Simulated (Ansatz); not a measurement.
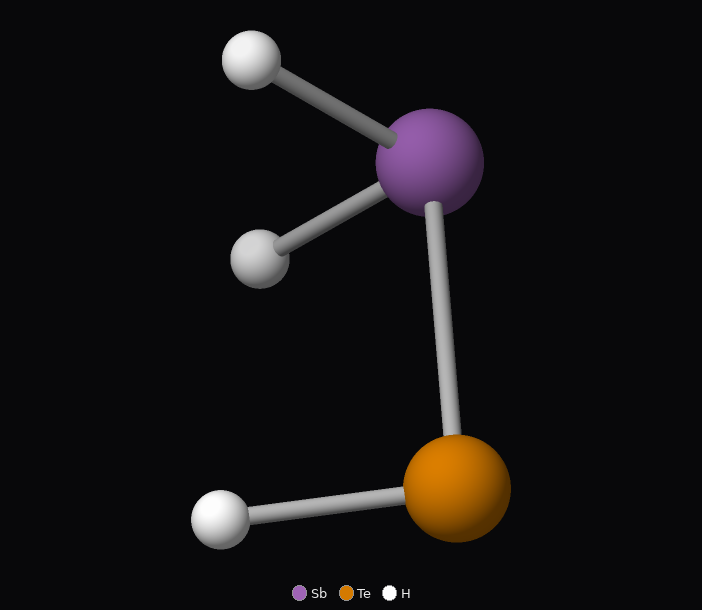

Computed geometry: PBE-D4/def2-SVP optimisation. No frequency run is at hand to confirm it as a minimum.

Give the structural formula.

SMILES: [SbH2][TeH]

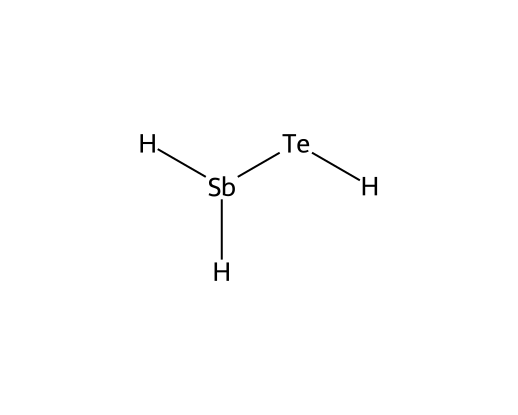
